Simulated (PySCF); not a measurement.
SMILES c1csc([SiH2][SiH2]c2cccs2)c1 (C8H10S2Si2) at its GFN2-xTB optimised geometry (Å):

```
22

C      2.5113    -3.7013     0.2450
C      1.5858    -4.6787     0.4228
S     -0.0115    -4.0491     0.4627
C      0.5635    -2.4283     0.2366
Si    -0.6335    -0.9894     0.1526
Si     0.6107     0.9506    -0.0038
C     -0.5743     2.4016     0.0000
C     -1.9388     2.4016     0.0000
C     -2.5111     3.6912    -0.0002
C     -1.5711     4.6710     0.0004
S      0.0222     4.0303     0.0000
C      1.9246    -2.4226     0.1399
H      3.5702    -3.8833     0.1916
H      1.7403    -5.7336     0.5339
H     -1.4910    -1.0821     1.3448
H     -1.5240    -1.2442    -0.9918
H      1.4162     1.0652    -1.2308
H      1.5519     1.1718     1.1057
H     -2.5182     1.4942     0.0004
H     -3.5702     3.8792     0.0001
H     -1.7124     5.7336     0.0017
H      2.4915    -1.5186    -0.0032
```

Calculation: PBE0/def2-SVP (PySCF 2.14.0). Cells within 0.4 Å of a nucleus heavier than hydrogen are left out (blank, or x).

Map of the Laplacian of the electron density (e/bohr⁵), clipped to [-1.50, 1.50] on the plane z = 0.0 Å:

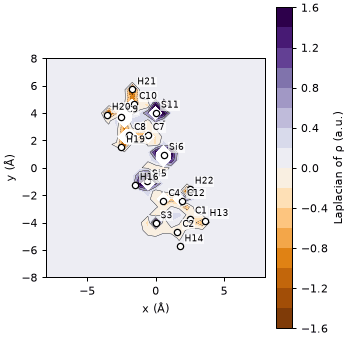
Laplacian of the electron density (e/bohr⁵), clipped to [-1.50, 1.50] on the plane z = 0.0 Å.
